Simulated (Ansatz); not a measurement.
The calculation's input:

```
crystal:
  periodic: [false, false, false]
  atoms:
    - { symbol: F, position_ang: [-1.82777, -1.30184, -2.13829] }
    - { symbol: Al, position_ang: [-0.86188, -0.48244, -1.01926] }
    - { symbol: "N", position_ang: [0.15609, -1.14892, 0.2363] }
    - { symbol: Al, position_ang: [0.92852, 0.15136, 1.11065] }
    - { symbol: H, position_ang: [-1.13235, 1.02744, -1.41538] }
    - { symbol: H, position_ang: [0.42448, 0.88586, 2.42907] }
    - { symbol: H, position_ang: [2.31291, 0.86854, 0.7969] }
total_charge: -1
basis:
  gaussian: { orbitals: def2-SVP }
hamiltonian:
  xc: r2scan
relax:
  f_tol: 0.02
  max_steps: 50
output:
  orbitals: {}
```

Launched as:

```sh
ansatz run input.yaml --threads 2 --pin off --max-ram 3072MiB --backend cpu --events-out ev --progress --plain --runs-dir out
```

The fields are those of the run's last geometry, not of the input's.

These are results of RKS r2SCAN/def2-SVP (Ansatz), not measurements.

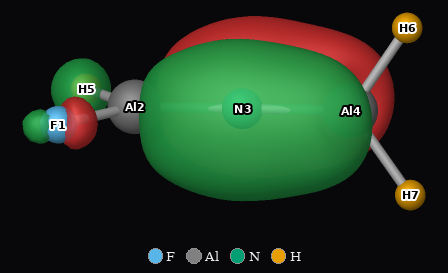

Al2FH3N (charge −1). The HOMO−1 at ±0.08 Å⁻³ᐟ² (green and red are the two phases), seen at a tilt.

### What is the character of this orbital?

By Hirshfeld shares it lies mainly on N3 (about 65 %) and Al4 (about 20 %). Its energy is −0.72 eV.
